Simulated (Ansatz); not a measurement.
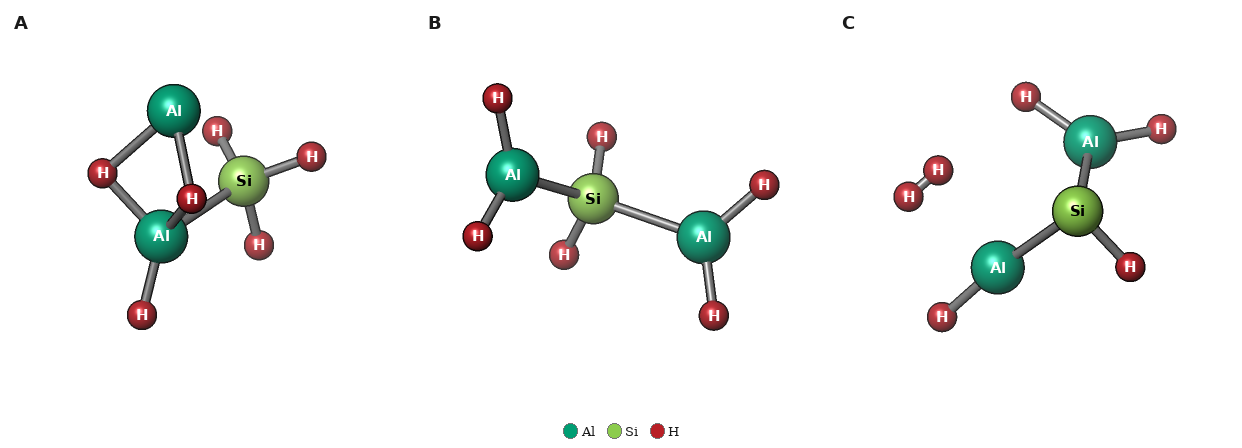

3 stationary structures of one formula. Geometries: PBE-D4/def2-SVP. Electronic energies: PBE-D4/def2-SVP (Ansatz 0.2.0), without zero-point energy. No frequency run is at hand to confirm each as a minimum. Each is one conformer, not always the lowest.

**Rank them by energy, lowest first.**

A is lowest; B lies 39.2 kJ/mol above it, C lies 152.0 kJ/mol above it.
